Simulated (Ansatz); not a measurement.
# AlFH₂···AlH₃: what the fields show

```xyz
8

Al   -1.1579   -1.1599   -0.7161
H     1.2943    0.2196   -0.5901
H    -0.8503   -2.4632   -1.5139
H    -1.9340    0.1080   -1.1978
Al    1.1733    1.1548    0.6372
F    -0.7983   -1.1716    0.9813
H     0.0315    2.2408    0.6108
H     2.2412    1.0716    1.7886
```

Not at a stationary point (largest force 1.5 eV/Å).

Level of theory: RKS BHLYP/def2-SVP in Ansatz 0.2.0.

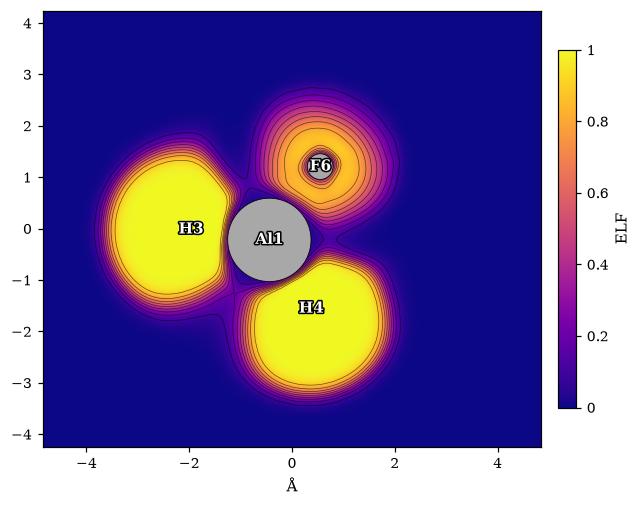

Figure 1. ELF on the plane of atoms H4, Al1 and F6. Grey discs cover the atomic cores.

What does the map show?

Answer.
- Atoms in the plane: Al, H and F.
- Al–F (1.74 Å): the ELF peaks at about 0.85 in the valence shell of F, 0.5 Å from its nucleus, and is about 0.35 at the midpoint.
- Al–H (1.56 Å): the ELF climbs to about 1 towards the hydrogen.
- The ELF also peaks beside F6, away from the bonds: lone-pair regions.

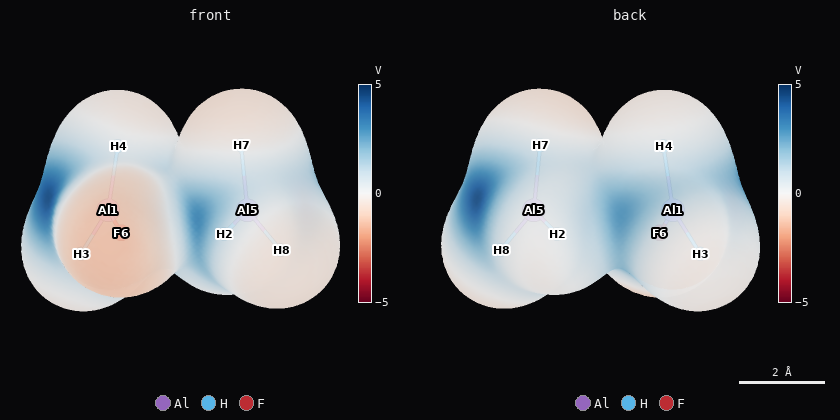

Figure 2. The molecular electrostatic potential painted on the density surface at 0.002 e/bohr³, seen from the front and from behind; red is negative and blue positive.

Which sites attract a positive test charge, and which a negative one?

Answer. A positive charge is drawn to the negative regions and a negative charge to the positive ones. The most negative region (about −1.4 V, or −32 kcal/mol for a unit charge) lies over F6, the most positive (about +4.2 V, or +97 kcal/mol for a unit charge) over Al1 and Al5.

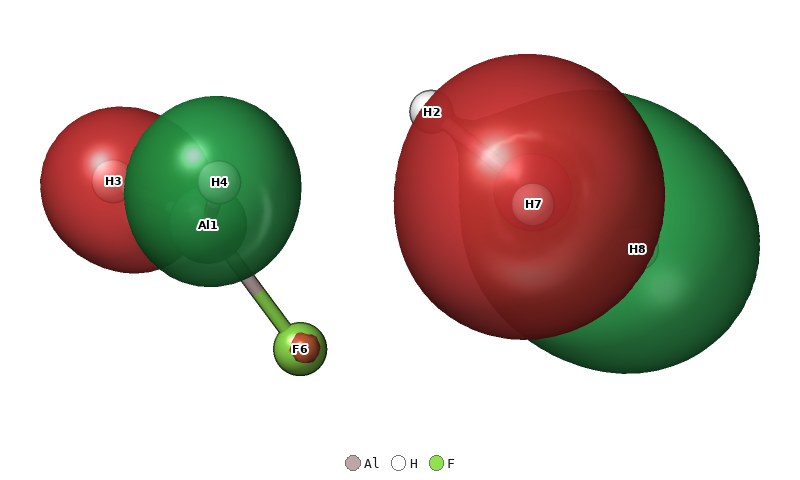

Figure 3. The HOMO at ±0.06 Å⁻³ᐟ² (green and red are the two phases), seen from one side.

Describe this orbital and give its energy.

Answer. It lies mainly on Al5 (about 35 %), H7 (about 30 %) and H8 (about 25 %). Its energy is −9.87 eV.
